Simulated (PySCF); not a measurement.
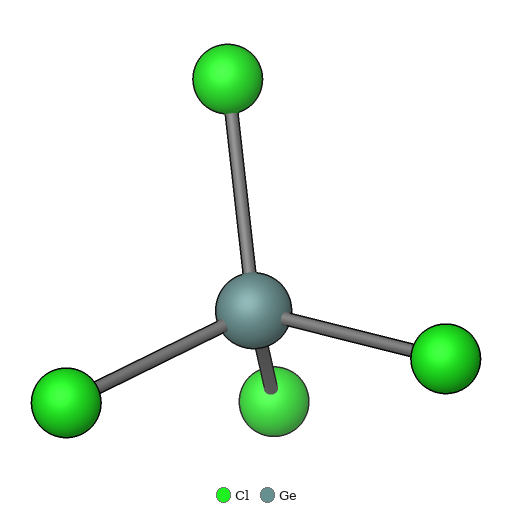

The geometry was computed by an optimisation with PBE0-D3(BJ)/def2-SVP. No frequency run is at hand to confirm it as a minimum.

Draw it as a skeletal formula.

SMILES: [Cl][Ge]([Cl])([Cl])[Cl]

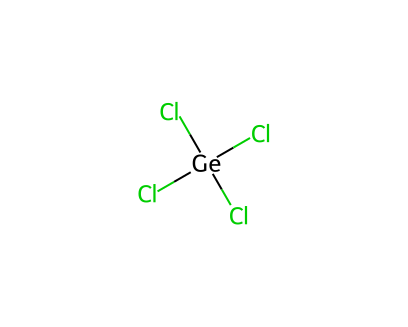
